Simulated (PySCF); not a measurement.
C₄H₄O, SMILES `c1ccoc1`.

Computed with PySCF, B3LYP/6-311+G**, geometry: GFN2-xTB. No frequency check shows the geometry to be a minimum.

Geometry (Å), atoms numbered from 1:

```
C1       0.7180   -0.9487    0.0000
C2      -0.6989   -0.9625    0.0000
C3      -1.0825    0.3419    0.0000
O4      -0.0121    1.1509    0.0000
C5       1.0761    0.3629    0.0000
H6       1.3711   -1.7969    0.0000
H7      -1.3354   -1.8232    0.0000
H8      -2.0489    0.8056    0.0000
H9       2.0333    0.8453    0.0000
```

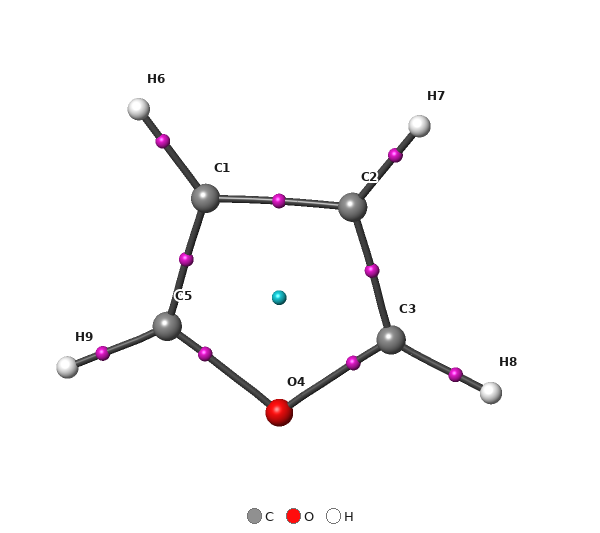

Molecular graph of the electron density (QTAIM): bond paths, bond critical points (magenta), ring points (cyan, if any); weak paths are dashed.

> How many critical points of each kind are there, and does the count close?

9 nuclei, 9 bond, 1 ring and 0 cage critical points: 9 − 9 + 1 − 0 = 1, as the Poincaré–Hopf relation requires.

> Give the properties at the bond critical points.

```json
{"bond": "C2–C3 (2 alike)", "length (Å)": "1.360", "ρ (a.u.)": "0.330", "∇²ρ (a.u.)": "−0.94", "ε": "0.34", "H (a.u.)": "−0.363"}
{"bond": "C1–C2", "length (Å)": "1.417", "ρ (a.u.)": "0.292", "∇²ρ (a.u.)": "−0.77", "ε": "0.17", "H (a.u.)": "−0.285"}
{"bond": "C3–H8 (2 alike)", "length (Å)": "1.072", "ρ (a.u.)": "0.291", "∇²ρ (a.u.)": "−1.04", "ε": "0.06", "H (a.u.)": "−0.295"}
{"bond": "C3–O4 (2 alike)", "length (Å)": "1.342", "ρ (a.u.)": "0.289", "∇²ρ (a.u.)": "+0.01", "ε": "0.10", "H (a.u.)": "−0.416"}
{"bond": "C1–H6 (2 alike)", "length (Å)": "1.070", "ρ (a.u.)": "0.286", "∇²ρ (a.u.)": "−1.00", "ε": "0.02", "H (a.u.)": "−0.291"}
```

> What kind of interaction is C3–H8?

Shared-shell (covalent): ρ = 0.291, ∇²ρ = −1.04, H = −0.295 a.u.

Run time: 6.7 s on 1 thread of Intel(R) Xeon(R) 6975P-C (Granite Rapids), with other jobs on the host, peak memory 0.51 GiB.
